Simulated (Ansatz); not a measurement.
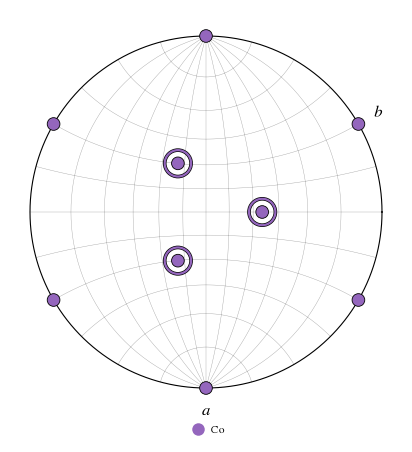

For Co, the input geometry of an electronic-structure calculation (not necessarily at equilibrium): directions from one cobalt atom at (1/3, 2/3, 1/4) to its bonded neighbours, in stereographic projection down c (filled: above the plane of the page or in it, open: below). Geometry calculated from the standardised cell; symmetry tolerance 0.002 Å.

Neighbours are counted up to 2.81 Å for Co.

```
Co
1.0
     2.51900    0.00000    0.00000
    -1.25950    2.18152    0.00000
     0.00000    0.00000    4.09100
Co
2
Direct
  0.33333 0.66667 0.25000
  0.66667 0.33333 0.75000
```

### How many neighbours are there, and at what angles?

12: 6 Co at 2.51 Å, 6 Co at 2.52 Å. Angles between bonds: 60° (24×), 90° (12×), 109° (3×), 120° (18×), 146° (6×), 180° (3×).

### What is the site's symmetry in the crystal?

Point group -6m2 (D3h), order 12: one −6 axis, three twofold axes, four mirror planes. In P6_3/mmc, No. 194 this is Wyckoff position 2c.
